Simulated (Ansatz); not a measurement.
# K on Ta(110): change of the work function, part 2 of 3

How does one ordered layer of K (hollow site) change the work function of Ta(110), and what dipole does each adsorbate carry?

Ansatz 0.2.0; plane-wave DFT, PBE, Ansatz PAW.

So far, work function, upper face (eV): step 2 (the clean slab) 4.77.

### Step 3. Adsorbate added

System of this step: KTa16 (K/Ta(110)). The cell holds 17 atoms: 16 Ta and 1 K. Cell: a = 5.733 Å, b = 5.733 Å, c = 28.430 Å, α = 90.0°, β = 90.0°, γ = 70.5°. Vacuum lies along c.

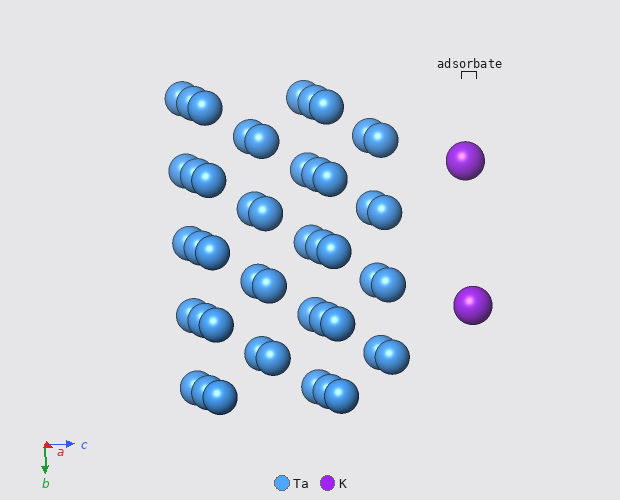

The cell of this step (tantalum blue, potassium purple). 1×2×1 cells are drawn. Some periodic images of atoms are drawn too.

The clean slab as it ended is repeated in the plane and the adsorbate is set on one face; the cell's size fixes the coverage, and the k-mesh shrinks with it to keep the sampling density about even. Adsorbate and upper layers relax, since the dipole depends on the height.

Contents of input.yaml:

```yaml
crystal:
  lattice:
    - [4.6810468914, -3.31, 0.0]
    - [4.6810468914, 3.31, 0.0]
    - [0.0, 0.0, 28.4295305908]
  atoms:
    - { symbol: Ta, position: [0.0, 0.0, 0.3165722336] }
    - { symbol: Ta, position: [0.25, 0.25, 0.3988994264] }
    - { symbol: Ta, position: [0.0, 0.0, 0.4813109757] }
    - { symbol: Ta, position: [0.25, 0.25, 0.5604312397] }
    - { symbol: Ta, position: [0.0, 0.5, 0.3165722336] }
    - { symbol: Ta, position: [0.25, 0.75, 0.3988994264] }
    - { symbol: Ta, position: [0.0, 0.5, 0.4813109757] }
    - { symbol: Ta, position: [0.25, 0.75, 0.5604312397] }
    - { symbol: Ta, position: [0.5, 0.0, 0.3165722336] }
    - { symbol: Ta, position: [0.75, 0.25, 0.3988994264] }
    - { symbol: Ta, position: [0.5, 0.0, 0.4813109757] }
    - { symbol: Ta, position: [0.75, 0.25, 0.5604312397] }
    - { symbol: Ta, position: [0.5, 0.5, 0.3165722336] }
    - { symbol: Ta, position: [0.75, 0.75, 0.3988994264] }
    - { symbol: Ta, position: [0.5, 0.5, 0.4813109757] }
    - { symbol: Ta, position: [0.75, 0.75, 0.5604312397] }
    - { symbol: K, position: [0.42, 0.42, 0.6834277664] }
kpoints:
  mp_grid: { grid: [6, 6, 1] }
hamiltonian:
  xc: pbe
scf:
  occupations: { method: fermi_dirac, width: 0.1 }
  convergence: { dr2_threshold: 1.0e-08 }
efield:
  axis: 3
  dipole_correction: true
  ramp_position: 0.97
  ramp_width: 0.06
relax:
  f_tol: 0.02
  max_steps: 60
  constraints: [{ sites: [0, 1, 4, 5, 8, 9, 12, 13] }]
output:
  dos: { projected: true, e_range: [-8, 4] }
  write_potential: true
  write_density: true
  volumetric_format: npy
  elf: true
```

Launch:

```sh
$ ansatz run input.yaml --threads 4 --pin off --max-ram 6144MiB --backend cpu --events-out ev --progress --plain --runs-dir out
```

Numbers of over 12 decimals in the logs are rounded to 6 here.

The log of the run:

```text
[...]
Crystal: 17 atoms, lattice volume = 880.989 Å³
Basis set: ecut = 420 eV, 17311 PW (Γ), exchange–correlation on 80×80×384 points (8 copies of the dense FFT grid, shifted against one another)
Bands: 131, of which v1, the nominal top of the filled ones, is band 109 counted from 1 (108 counted from 0)
Symmetry: 2 space group operations
[...]
k-points: 13 of 36 (time reversal used)
[...]
SCF iter   1: F=—  HF=-160446.088879 eV  |F-HF|=—  |Δ(HF+E_count)|=         —  Δρ=6.43e-3  dr2=1.82e1  ethr=1.77e-3  p=0.679 e·Å  D=1.39e-1 V/Å  ΔV_dip=-3.96 eV  dr2_dipole=1.37e1  V_vac-E_F(+/−)=1.12/5.09 eV  ⟨swp⟩=14.2  Hψ=9457  notcnv=0  defer=3
[...]
SCF iter  11: F=-160445.821464 eV  HF=-160445.821464 eV  |F-HF|=1.22e-9  |Δ(HF+E_count)|=   1.58e-8  Δρ=3.46e-7  dr2=4.74e-9  ethr=4.61e-12  p=0.522 e·Å  D=1.07e-1 V/Å  ΔV_dip=-3.05 eV  dr2_dipole=1.88e-9  V_vac-E_F(+/−)=1.73/4.78 eV  ⟨swp⟩=15.0  Hψ=12455  notcnv=0
SCF 1 converged in 11 iterations: F = -160445.821464 eV  dr2 = 4.74e-9
[...]
relax step   1: F+E_penalty+E_count = -160445.82146409 eV  Δ(F+E_penalty+E_count) = +0.000e0 eV  max|allowed force component| = 4.121e-1 eV/Å  Δτ_max = 0.0000 Å  (11 SCF iters, accepted)
[...]
SCF iter  11: F=-160445.827889 eV  HF=-160445.827889 eV  |F-HF|=5.53e-10  |Δ(HF+E_count)|=   7.16e-9  Δρ=3.09e-7  dr2=1.54e-9  ethr=4.61e-12  p=0.541 e·Å  D=1.11e-1 V/Å  ΔV_dip=-3.16 eV  dr2_dipole=2.53e-11  V_vac-E_F(+/−)=1.62/4.77 eV  ⟨swp⟩=10.5  Hψ=11173  notcnv=0
SCF 2 converged in 11 iterations: F = -160445.827889 eV  dr2 = 1.54e-9
relax step   2: F+E_penalty+E_count = -160445.82788941 eV  Δ(F+E_penalty+E_count) = -6.425e-3 eV  max|allowed force component| = 5.083e-1 eV/Å  Δτ_max = 0.1677 Å  (11 SCF iters, accepted)
[...]
SCF iter   9: F=-160445.900492 eV  HF=-160445.900492 eV  |F-HF|=5.62e-9  |Δ(HF+E_count)|=   7.97e-9  Δρ=4.60e-7  dr2=6.63e-9  ethr=4.61e-12  p=0.558 e·Å  D=1.15e-1 V/Å  ΔV_dip=-3.26 eV  dr2_dipole=4.06e-9  V_vac-E_F(+/−)=1.52/4.78 eV  ⟨swp⟩=14.2  Hψ=12833  notcnv=0
SCF 3 converged in 9 iterations: F = -160445.900492 eV  dr2 = 6.63e-9
relax step   3: F+E_penalty+E_count = -160445.90049211 eV  Δ(F+E_penalty+E_count) = -7.260e-2 eV  max|allowed force component| = 1.706e-1 eV/Å  Δτ_max = 0.1721 Å  (9 SCF iters, accepted)
[... from here on, the SCF cycles and remarks between the steps are left out ...]
relax step   4: F+E_penalty+E_count = -160445.90939396 eV  Δ(F+E_penalty+E_count) = -8.902e-3 eV  max|allowed force component| = 5.418e-2 eV/Å  Δτ_max = 0.1346 Å  (8 SCF iters, accepted)
relax step   5: F+E_penalty+E_count = -160445.91031053 eV  Δ(F+E_penalty+E_count) = -9.166e-4 eV  max|allowed force component| = 1.111e-2 eV/Å  Δτ_max = 0.0313 Å  (6 SCF iters, accepted)
relax step   6: F+E_penalty+E_count = -160445.91050340 eV  Δ(F+E_penalty+E_count) = -1.929e-4 eV  max|allowed force component| = 6.432e-3 eV/Å  Δτ_max = 0.0262 Å  (6 SCF iters, accepted)
relax step   7: F+E_penalty+E_count = -160445.91071640 eV  Δ(F+E_penalty+E_count) = -2.130e-4 eV  max|allowed force component| = 1.581e-2 eV/Å  Δτ_max = 0.0419 Å  (7 SCF iters, accepted)
relax step   8: F+E_penalty+E_count = -160445.91138473 eV  Δ(F+E_penalty+E_count) = -6.683e-4 eV  max|allowed force component| = 3.300e-2 eV/Å  Δτ_max = 0.1598 Å  (7 SCF iters, accepted)
relax step   9: F+E_penalty+E_count = -160445.91214480 eV  Δ(F+E_penalty+E_count) = -7.601e-4 eV  max|allowed force component| = 3.321e-2 eV/Å  Δτ_max = 0.1976 Å  (8 SCF iters, accepted)
relax step  10: F+E_penalty+E_count = -160445.91263543 eV  Δ(F+E_penalty+E_count) = -4.906e-4 eV  max|allowed force component| = 4.015e-2 eV/Å  Δτ_max = 0.1955 Å  (7 SCF iters, accepted)
SCF iter   1: F=—  HF=-160445.912860 eV  |F-HF|=—  |Δ(HF+E_count)|=         —  Δρ=3.45e-4  dr2=1.53e-3  ethr=1.04e-5  p=0.567 e·Å  D=1.17e-1 V/Å  ΔV_dip=-3.31 eV  dr2_dipole=5.84e-5  V_vac-E_F(+/−)=1.47/4.78 eV  ⟨swp⟩=6.3  Hψ=4332  notcnv=0  defer=2
[...]
SCF iter   7: F=-160445.913117 eV  HF=-160445.913117 eV  |F-HF|=1.16e-10  |Δ(HF+E_count)|=   3.84e-9  Δρ=3.19e-7  dr2=1.85e-9  ethr=4.61e-12  p=0.568 e·Å  D=1.17e-1 V/Å  ΔV_dip=-3.32 eV  dr2_dipole=2.88e-12  V_vac-E_F(+/−)=1.46/4.78 eV  ⟨swp⟩=13.2  Hψ=13151  notcnv=0
SCF 11 converged in 7 iterations: F = -160445.913117 eV  dr2 = 1.85e-9
relax step  11: F+E_penalty+E_count = -160445.91311682 eV  Δ(F+E_penalty+E_count) = -4.814e-4 eV  max|allowed force component| = 9.624e-3 eV/Å  Δτ_max = 0.0988 Å  (7 SCF iters, accepted)
NSCF: frozen V_eff on 13 k-points
[...]
SCF converged after 7 iterations
Free energy (F): -160445.913117 eV
[...]
Internal energy: -160445.158044 eV  (E = F + TS)
E sigma→0 (E₀):  -160445.535580 eV
Entropy (-TS):   -0.755073 eV (-44.416 meV/atom)
Fermi energy:    4.509008 eV
Dipole field:    D = 0.116656 V/Å  (p = 0.567959 e·Å, saw-weighted, corrected)
Work function:   Φ+ = 1.4621 eV   Φ− = 4.7786 eV
[...]
--- Forces (eV/Å), atoms counted from 1 ---
  atom   1  Ta     0.00039738     0.00000000     0.41157280
  atom   2  Ta    -0.00242491     0.00000000    -0.41705235
  atom   3  Ta    -0.00951492     0.00000000    -0.00015941
  atom   4  Ta     0.00517844    -0.00000000     0.00333479
  atom   5  Ta    -0.00011927    -0.00019070     0.41829123
  atom   6  Ta    -0.00024528    -0.01353310    -0.42247713
  atom   7  Ta     0.00076441     0.00401483     0.00020022
  atom   8  Ta    -0.00564903    -0.00113828     0.00360780
  atom   9  Ta    -0.00011927     0.00019070     0.41829123
  atom  10  Ta    -0.00024528     0.01353310    -0.42247713
  atom  11  Ta     0.00076441    -0.00401483     0.00020022
  atom  12  Ta    -0.00564903     0.00113828     0.00360780
  atom  13  Ta    -0.00018900    -0.00000000     0.43113332
  atom  14  Ta     0.00221719    -0.00000000    -0.41720883
  atom  15  Ta     0.00962443     0.00000000    -0.00131926
  atom  16  Ta     0.00506190    -0.00000000    -0.00226119
  atom  17  K      0.00015110     0.00000000    -0.00730633
  max |Σ_I F_I| component: 2.22e-5 eV/Å
--- Band table (eV; the first three rows and the last of 13) ---
  k-point 0: bands = [... 105 lower, 4.6532, 4.7011, 4.8923, 4.9079, 5.0467, 5.5526, 5.5660, 5.5885, ... 18 higher]
  k-point 1: bands = [... 105 lower, 4.4515, 4.5742, 4.8068, 4.8685, 5.0280, 5.1334, 5.1638, 5.2932, ... 18 higher]
  k-point 2: bands = [... 105 lower, 4.2412, 4.3260, 4.3328, 4.3461, 4.4536, 4.5029, 4.5817, 4.6493, ... 18 higher]
  k-point 12: bands = [... 105 lower, 4.4978, 4.6179, 4.6508, 4.6529, 4.6634, 4.6671, 4.7497, 4.8997, ... 18 higher]
--- Relaxed structure (11 steps of the walk, 11 accepted, 0 SCFs on fresh bases) ---
  F+E_penalty+E_count = -160445.91311682 eV   max|allowed force component| = 9.624e-3 eV/Å
  atoms:
    - { symbol: Ta, position: [0.0, 0.0, 0.316572] }
    - { symbol: Ta, position: [0.25, 0.25, 0.398899] }
    - { symbol: Ta, position: [8.362733083076268e-5, 8.362733083076268e-5, 0.480926] }
    - { symbol: Ta, position: [0.250369, 0.250369, 0.561957] }
    - { symbol: Ta, position: [-5.551115123125783e-17, 0.5, 0.316572] }
    - { symbol: Ta, position: [0.25, 0.75, 0.398899] }
    - { symbol: Ta, position: [-7.28576712204776e-5, 0.500022, 0.481482] }
    - { symbol: Ta, position: [0.249272, 0.750897, 0.560857] }
    - { symbol: Ta, position: [0.5, -5.551115123125783e-17, 0.316572] }
    - { symbol: Ta, position: [0.75, 0.25, 0.398899] }
    - { symbol: Ta, position: [0.500022, -7.28576712204776e-5, 0.481482] }
    - { symbol: Ta, position: [0.750897, 0.249272, 0.560857] }
    - { symbol: Ta, position: [0.5, 0.5, 0.316572] }
    - { symbol: Ta, position: [0.75, 0.75, 0.398899] }
    - { symbol: Ta, position: [0.499921, 0.499921, 0.481211] }
    - { symbol: Ta, position: [0.749452, 0.749452, 0.562077] }
    - { symbol: K, position: [0.496517, 0.496517, 0.673104] }
```

Run time: 8.6 min. Hardware: 4 threads of Arm Neoverse V1, shared host; peak memory 3.1 GiB.

Step by step:

```tsv
step	energy less that of the first step (eV)	largest force component (eV/Å)
1	0.0000	0.4121
2	-0.0064	0.5083
3	-0.0790	0.1706
4	-0.0879	0.0542
5	-0.0888	0.0111
6	-0.0890	0.0064
7	-0.0893	0.0158
8	-0.0899	0.0330
9	-0.0907	0.0332
10	-0.0912	0.0401
11	-0.0917	0.0096
```

The run keeps the 2 symmetry operations that it works with, so distortions that break them were not tested.

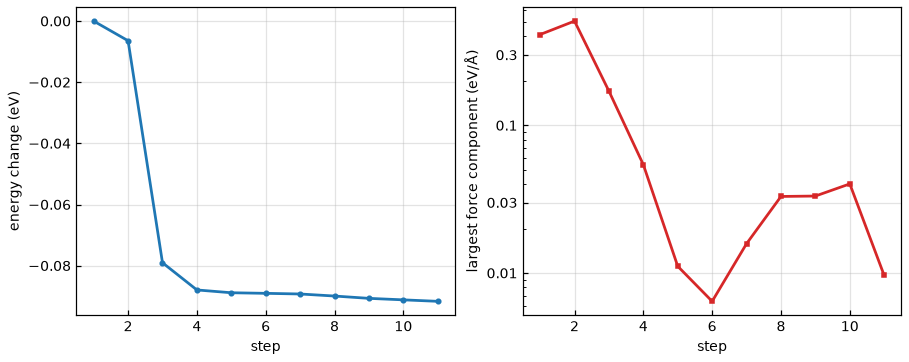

Energy and largest force along the relaxation.

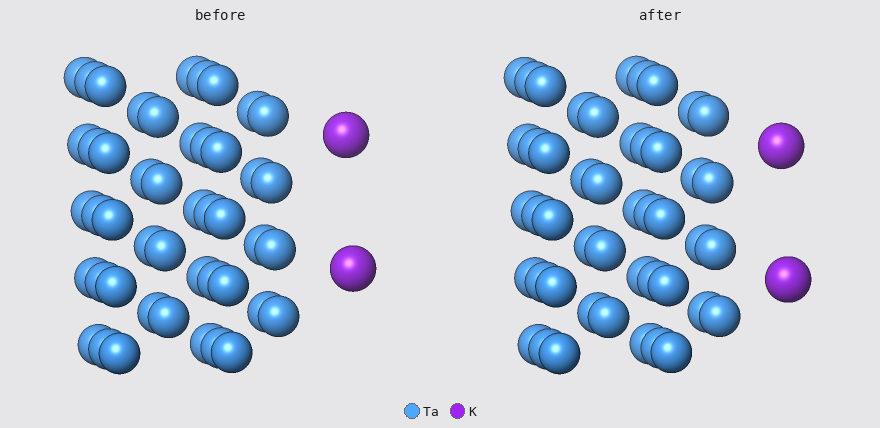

Before and after, at one scale.

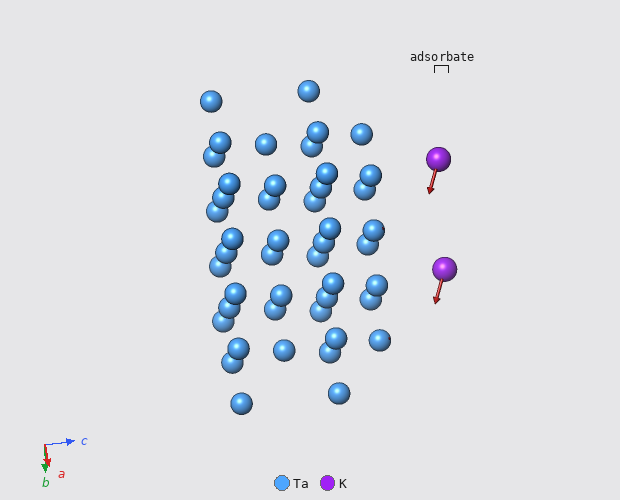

Displacements in the relaxation, exaggerated; the longest in the cell stands for 0.77 Å. 1×2×1 cells are drawn. Some periodic images of atoms are drawn too.

The atoms that moved most (Å):

```tsv
atom	dx	dy	dz	length
K17	0.716	0.000	-0.293	0.774
Ta16	-0.005	0.000	0.047	0.047
Ta4	0.003	0.000	0.043	0.044
Ta8	0.001	0.005	0.012	0.013
Ta12	0.001	-0.005	0.012	0.013
Ta3	0.001	0.000	-0.011	0.011
```

Final coordinates:

```xyz
17
Lattice="4.6810 -3.3100 0.0000 4.6810 3.3100 0.0000 0.0000 0.0000 28.4295" Properties=species:S:1:pos:R:3
Ta    0.0000    0.0000    9.0000
Ta    2.3405    0.0000   11.3405
Ta    0.0008    0.0000   13.6725
Ta    2.3440    0.0000   15.9762
Ta    2.3405    1.6550    9.0000
Ta    4.6810    1.6550   11.3405
Ta    2.3403    1.6553   13.6883
Ta    4.6818    1.6604   15.9449
Ta    2.3405   -1.6550    9.0000
Ta    4.6810   -1.6550   11.3405
Ta    2.3403   -1.6553   13.6883
Ta    4.6818   -1.6604   15.9449
Ta    4.6810    0.0000    9.0000
Ta    7.0216    0.0000   11.3405
Ta    4.6803    0.0000   13.6806
Ta    7.0164    0.0000   15.9796
K     4.6484    0.0000   19.1360
```

Numbers from this step:

| Property | Result |
| --- | --- |
| energy at zero smearing | -160445.5356 eV |
| work function, upper face | 1.462 eV |
| work function, lower face | 4.779 eV |
| dipole along the normal | 0.5680 e·Å |
| step between the vacuum levels | -3.317 eV |

Running mean over 2.341 Å of the planar mean; the ramp of the sawtooth is left out. Table of electron's electrostatic potential energy less the Fermi level by z:

```tsv
z (Å)	electron's electrostatic potential energy less the Fermi level (eV)
4	4.78
6	4.59
8	-5.21
10	-10.0
12	-9.96
14	-10.2
16	-10.1
18	0.825
20	-0.0768
22	1.36
24	1.45
```

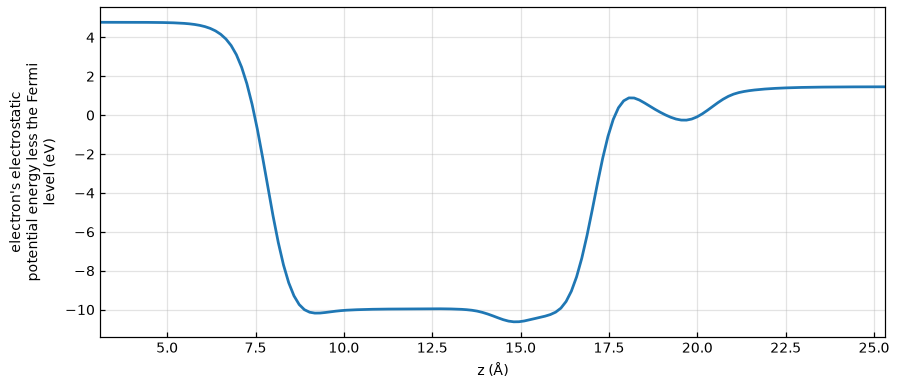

Electron's electrostatic potential energy less the Fermi level against z.

[end of part 2 of 3]

[Logs are printed without paths, hosts, clocks, repeated set-up lines and the standing remarks that a program may print on its own settings, such as how far it seeks lower states.]

[Hosts, paths, dates, database ids (printed as entryN), source tags and the programs' standing remarks are cut or masked in the printed files.]

[Maps of the electrostatic potential energy from Ansatz leave out the sawtooth potential of an applied field or a dipole correction, so their vacuum need not be flat; planar profiles and work functions include it.]
